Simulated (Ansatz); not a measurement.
# AlSi2H5O (SMILES [SiH3][Al]1[O][SiH2]1): PBE-QIDH/6-31G(d) (spherical functions)

What is the vertical singlet–triplet gap of AlSi2H5O at PBE-QIDH/6-31G* (spherical functions)? 

The results are computed with Ansatz 0.2.0.

83 further runs of the same task are left out: 1 that didn't finish, 82 set aside as unsound or not needed.

## Step 1: The molecule

The species is AlSi2H5O (9 atoms), meant as a singlet with charge 0. As SMILES, `[SiH3][Al]1[O][SiH2]1`. Geometry: relaxed at PBE0-D4/def2-TZVP.

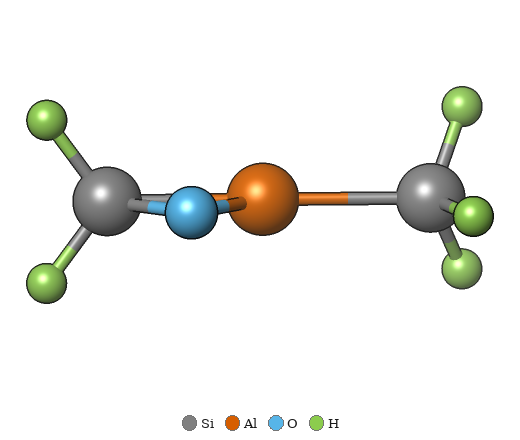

Viewed from a chosen angle; silicon grey, aluminium orange, oxygen blue, hydrogen green.

## Step 2: A single-point energy at PBE-QIDH/6-31G(d) (spherical functions)

Input file input.yaml:

```yaml
crystal:
  periodic: [false, false, false]
  atoms:
    - symbol: Si
      position_ang: [-0.652900, 1.717100, -1.334700]
    - symbol: Al
      position_ang: [-0.124900, -0.148900, 0.162800]
    - symbol: O
      position_ang: [1.392700, -0.965300, 0.434300]
    - symbol: Si
      position_ang: [0.478600, -1.877700, 1.520900]
    - symbol: H
      position_ang: [-1.763800, 1.326700, -2.244900]
    - symbol: H
      position_ang: [-1.100100, 2.886400, -0.529300]
    - symbol: H
      position_ang: [0.526500, 2.112800, -2.150200]
    - symbol: H
      position_ang: [0.403300, -3.327600, 1.187000]
    - symbol: H
      position_ang: [0.929000, -1.770000, 2.936900]
basis:
  gaussian: {orbitals: 6-31G_st_-spherical.json}
total_charge: 0
hamiltonian: {xc: {name: PBE-QIDH}}
output: {orbitals: {seedname: orbitals}}
correlation: {frozen_orbitals: {Al: 5, H: 0, O: 1, Si: 5}}
accuracy: high
```

The basis set 6-31G* is read from a file made from the Basis Set Exchange's data (not shown).

Run with:

```sh
$ ansatz run input.yaml --threads 1 --pin off --max-ram 3480MiB --events-out events.jsonl --progress --plain --runs-dir runs
```

Log:

```text
Warning: RAYON_NUM_THREADS=1 ignored (pool sized by the plan → 1); use --threads N
Functional definition: PBE-QIDH
  name "PBE-QIDH"
  parameter a = 3^(-1/3)
  parameter c = 1/3
  exchange = (1 - a)*pbe_x + a*exact_x
  correlation = (1 - c)*pbe_c + c*(mp2_os + mp2_ss)
1704 factors; integrals over basis functions are off by at most 7.2e-9 eV
mean field evaluation 1: about -24449.5267 eV, gradient 4.7e1 eV
mean field evaluation 2: about -24449.6481 eV, gradient 4.7e1 eV
mean field evaluation 4: about -24454.3770 eV, gradient 3.0e0 eV
mean field evaluation 8: about -24454.4250 eV, gradient 1.5e-1 eV
mean field evaluation 16: about -24454.4252 eV, gradient 1.5e-4 eV
mean field -24454.42515720 eV, -898.6835487225 hartree, gradient 2.9e-8 eV, S^2 0.000000; 0 other end points of the search recorded, 0 dependent functions left out
16 core orbitals not correlated: weight in the atoms' cores, before any rotation towards them, 1.000 or more for the frozen orbitals, at most 0.000 for the correlated occupied ones
reference -24454.42515861 eV, -898.6835487740 hartree; 11, 11 occupied and 51, 51 virtual orbitals, 1704 factors
second order -12.29572102 eV of doubles, -0.00000000 eV of singles
Total energy: -24458.52373228 eV, -898.8341685784 hartree
```

It took 14 s on 1 thread of Arm Neoverse V1, shared host; peak memory 0.26 GiB.

## Step 3: The triplet, same level

Input file molecule.yaml:

```yaml
crystal:
  periodic: [false, false, false]
  atoms:
    - {symbol: Si, position_ang: [-0.652900, 1.717100, -1.334700]}
    - {symbol: Al, position_ang: [-0.124900, -0.148900, 0.162800]}
    - {symbol: O, position_ang: [1.392700, -0.965300, 0.434300]}
    - {symbol: Si, position_ang: [0.478600, -1.877700, 1.520900]}
    - {symbol: H, position_ang: [-1.763800, 1.326700, -2.244900]}
    - {symbol: H, position_ang: [-1.100100, 2.886400, -0.529300]}
    - {symbol: H, position_ang: [0.526500, 2.112800, -2.150200]}
    - {symbol: H, position_ang: [0.403300, -3.327600, 1.187000]}
    - {symbol: H, position_ang: [0.929000, -1.770000, 2.936900]}
basis:
  gaussian:
    orbitals: 6-31G_st_-spherical.json
magnetization:
  spin_polarized: true
  initial_magnetization: 2
hamiltonian:
  xc: {name: PBE-QIDH}
correlation:
  frozen_orbitals: {Al: 5, H: 0, O: 1, Si: 5}
accuracy: high
output: {orbitals: {seedname: orbitals}}
```

The basis set 6-31G* is read from a file made from the Basis Set Exchange's data (not shown).

Run with:

```sh
$ ansatz run molecule.yaml --threads 1 --pin off --max-ram 3480MiB --events-out events.jsonl --progress --plain --runs-dir runs
```

Log:

```text
Warning: RAYON_NUM_THREADS=1 ignored (pool sized by the plan → 1); use --threads N
[... 6 set-up lines as earlier in the session ...]
1704 factors; integrals over basis functions are off by at most 7.2e-9 eV
mean field evaluation 1: about -24446.5814 eV, gradient 3.1e1 eV
mean field evaluation 2: about -24446.7009 eV, gradient 3.1e1 eV
mean field evaluation 4: about -24451.4587 eV, gradient 2.6e0 eV
mean field evaluation 8: about -24451.7494 eV, gradient 3.2e-1 eV
mean field evaluation 16: about -24451.7577 eV, gradient 2.2e-3 eV
mean field evaluation 32: about -24451.7585 eV, gradient 8.4e-3 eV
mean field evaluation 64: about -24451.7582 eV, gradient 9.3e-4 eV
mean field -24451.75850485 eV, -898.5855510561 hartree, gradient 8.0e-8 eV, S^2 2.012176; 2 other end points of the search recorded, 0 dependent functions left out
16 core orbitals not correlated: weight in the atoms' cores, before any rotation towards them, 1.000 or more for the frozen orbitals, at most 0.000 for the correlated occupied ones
reference -24451.75850635 eV, -898.5855511114 hartree; 12, 10 occupied and 50, 52 virtual orbitals, 1704 factors
second order -11.92639815 eV of doubles, -0.00000000 eV of singles
Total energy: -24455.73397241 eV, -898.7316467941 hartree
```

It took 71 s on 1 thread of Arm Neoverse V1, shared host; peak memory 0.43 GiB.

## Step 4: Summary of results

At PBE-QIDH/6-31G* (spherical functions), 16 core orbitals frozen:

| quantity | value |
| --- | --- |
| singlet: total energy | -898.83417 Eh |
| singlet: HOMO energy (SCF part's orbitals) | -7.63 eV |
| singlet: LUMO energy (SCF part's orbitals) | -0.16 eV |
| singlet: HOMO–LUMO gap (SCF part's orbitals) | 7.46 eV |
| triplet: total energy | -898.73165 Eh |
| triplet: HOMO energy (SCF part's orbitals) (highest over α and β) | -4.84 eV |
| triplet: LUMO energy (SCF part's orbitals) (lowest over α and β) | -2.26 eV |
| triplet: ⟨S²⟩ | 2.012 |
| vertical energy of the triplet above the singlet | 2.790 eV |

What this shows: At this shape the triplet lies 2.79 eV (269 kJ/mol) above the singlet.
